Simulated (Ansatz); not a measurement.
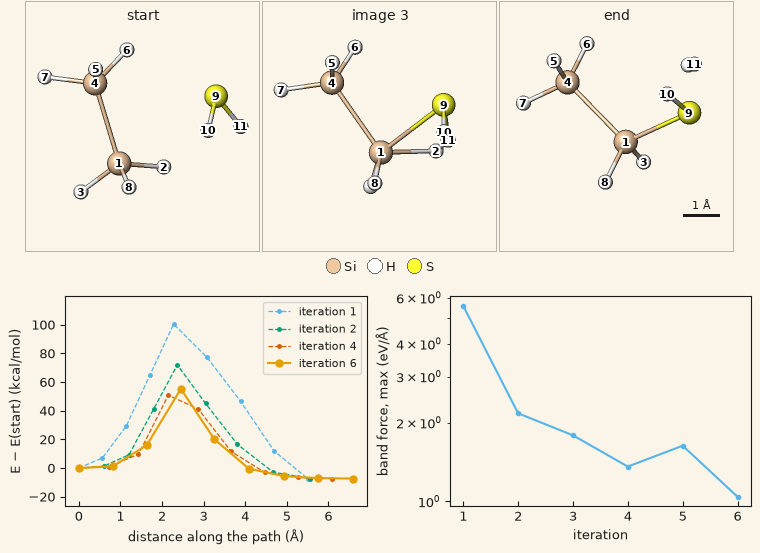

NEB run on Si2H8S, made up at the start of Si$_{2}$H$_{6}$ and H₂S. Images are numbered from 0 (start) to 8 (end). The plot follows the band through its iterations. The picture is a ball-and-stick view, seen from a free direction.

These are results of Ansatz, RKS PBE0-D4/6-31G*, not measurements. Settings: 7 movable images; climbing image; force threshold 0.03 eV/Å; iteration limit 6; starting path through a guess of the saddle point.

Judge this run.

Answer. The result isn't final. The band hadn't converged when the run stopped after 6 iterations. The largest component of the band force went from 5.6 to 1 eV/Å. The barrier read from it is provisional: over the last two iterations the highest image moved from 50.8 kcal/mol to 55.3 kcal/mol. The iteration limit was low. The first iteration put the highest image at 100.5 kcal/mol. The energy climbs by 55.3 kcal/mol to image 3 and then falls by 62.6 kcal/mol, so the end point sits at −7.3 kcal/mol.

Limits of the set-up: the start holds two separate molecules, 3.0 Å apart at their closest, whose relative position is a soft coordinate.

The run took 2.5 min on 1 thread of Arm Neoverse V2, on a shared host, peak memory 0.15 GiB.
